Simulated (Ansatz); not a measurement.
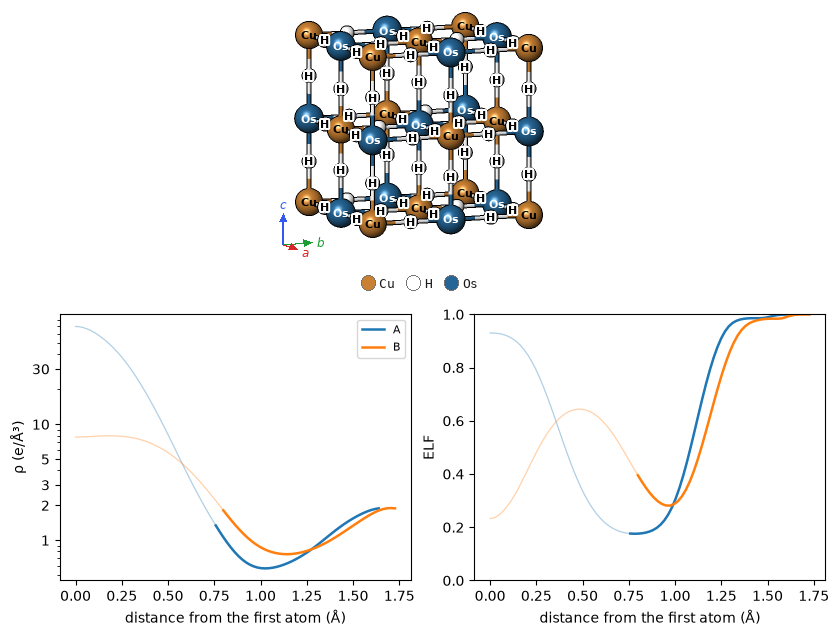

Figure 1: CuH$_{6}$Os. Valence pseudo-density and electron localisation function along straight lines between neighbouring atoms. Thin, pale parts lie inside the atomic spheres. The structure is drawn too.

Space group Fm-3m; a structure generated by program, which may or may not match a known phase; spin-polarised.

Level of theory: DFT PBE, scalar-relativistic, plane waves, PAW in Ansatz 0.2.0.

The density is the valence pseudo-density of a PAW calculation; it isn't the true density close to the nuclei.

```cif
data_structure
_symmetry_space_group_name_H-M 'P 1'
_symmetry_Int_Tables_number 1
_cell_length_a 6.7304
_cell_length_b 6.7304
_cell_length_c 6.7304
_cell_angle_alpha 90.000
_cell_angle_beta 90.000
_cell_angle_gamma 90.000
_cell_volume 304.88
loop_
_atom_site_label
_atom_site_type_symbol
_atom_site_fract_x
_atom_site_fract_y
_atom_site_fract_z
_atom_site_occupancy
Cu1 Cu 0.00000 0.00000 0.00000 1
Cu2 Cu 0.50000 0.50000 0.00000 1
Cu3 Cu 0.50000 0.00000 0.50000 1
Cu4 Cu 0.00000 0.50000 0.50000 1
H1 H 0.24344 0.00000 0.00000 1
H2 H 0.74344 0.50000 0.00000 1
H3 H 0.74344 0.00000 0.50000 1
H4 H 0.24344 0.50000 0.50000 1
H5 H 0.75656 0.00000 0.00000 1
H6 H 0.25656 0.50000 0.00000 1
H7 H 0.25656 0.00000 0.50000 1
H8 H 0.75656 0.50000 0.50000 1
H9 H 0.00000 0.24344 0.00000 1
H10 H 0.50000 0.74344 0.00000 1
H11 H 0.50000 0.24344 0.50000 1
H12 H 0.00000 0.74344 0.50000 1
H13 H 0.50000 0.25656 0.00000 1
H14 H 0.00000 0.75656 0.00000 1
H15 H 0.00000 0.25656 0.50000 1
H16 H 0.50000 0.75656 0.50000 1
H17 H 0.00000 0.00000 0.24344 1
H18 H 0.50000 0.50000 0.24344 1
H19 H 0.50000 0.00000 0.74344 1
H20 H 0.00000 0.50000 0.74344 1
H21 H 0.50000 0.00000 0.25656 1
H22 H 0.00000 0.50000 0.25656 1
H23 H 0.00000 0.00000 0.75656 1
H24 H 0.50000 0.50000 0.75656 1
Os1 Os 0.50000 0.00000 0.00000 1
Os2 Os 0.00000 0.50000 0.00000 1
Os3 Os 0.00000 0.00000 0.50000 1
Os4 Os 0.50000 0.50000 0.50000 1
```

**Which curve belongs to which contact (Cu–H and Os–H)? The first atom named is at distance zero.**

Curve A: Cu–H (1.64 Å): ρ is about 0.95 e/Å³ halfway; the ELF climbs to about 1 towards the hydrogen. Curve B: Os–H (1.73 Å): the density is about 1.4 e/Å³ at the midpoint; the ELF climbs to about 1 towards the hydrogen.
